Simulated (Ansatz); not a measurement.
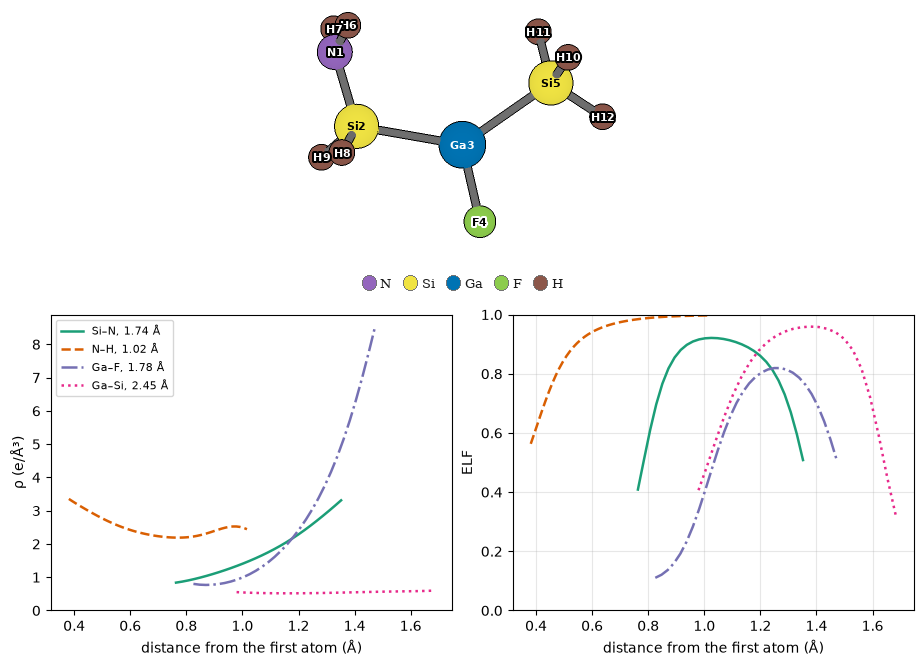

The picture shows: FGaH7NSi2 (SMILES N[SiH2][Ga]([F])[SiH3]). Total electron density and ELF along straight lines between neighbouring atoms. The curves leave out the atomic cores. The structure is drawn too.

Method: RKS B3LYP/def2-SVP in Ansatz 0.2.0.

| atom | x (Å) | y (Å) | z (Å) |
| --- | --- | --- | --- |
| N | -0.7370 | -0.4502 | 2.4042 |
| Si | -0.6314 | -1.5056 | 1.0194 |
| Ga | 0.1118 | -0.4598 | -1.0739 |
| F | 0.0577 | -1.5686 | -2.4706 |
| Si | 0.9309 | 1.7526 | -1.7275 |
| H | 0.1134 | -0.0889 | 2.8272 |
| H | -1.4749 | 0.2471 | 2.4481 |
| H | 0.3330 | -2.5991 | 1.3493 |
| H | -1.9842 | -2.0975 | 0.7905 |
| H | 2.3166 | 1.9480 | -1.1944 |
| H | 0.0765 | 2.8271 | -1.1306 |
| H | 0.9645 | 1.9396 | -3.2077 |

Q: Compare the contacts.

A: Si–N (1.74 Å): ρ at the midpoint is about 1 e/Å³; the ELF peaks at about 0.90 between the atoms (a polar covalent bond).
N–H (1.02 Å): the density is about 2.7 e/Å³ at the midpoint; the ELF climbs to about 1 towards the hydrogen, as it does in any bond to H (a covalent bond by its length).
Ga–F (1.78 Å): ρ at the midpoint is about 0.77 e/Å³; the ELF peaks at about 0.80 in the valence shell of F, 0.5 Å from its nucleus, and is about 0.15 at the midpoint.
Ga–Si (2.45 Å): the density is about 0.52 e/Å³ at the midpoint; the ELF peaks at about 0.95 between the atoms: a shared electron pair.
